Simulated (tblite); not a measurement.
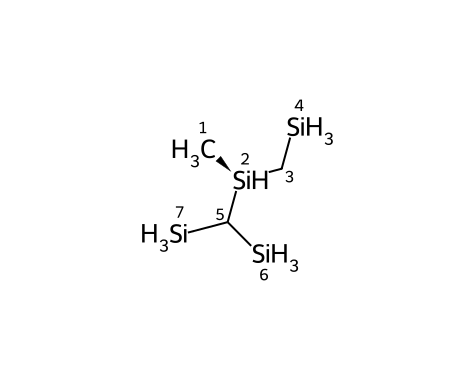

Skeletal drawing with numbered atoms; wedges and dashes mark any stereocentres. The configuration is that of a computed structure (GFN2-xTB).

What are the Cahn–Ingold–Prelog descriptors?

Answer. Si2: S.

Write the isomeric SMILES.

Answer. C[Si@@H](C[SiH3])C([SiH3])[SiH3]
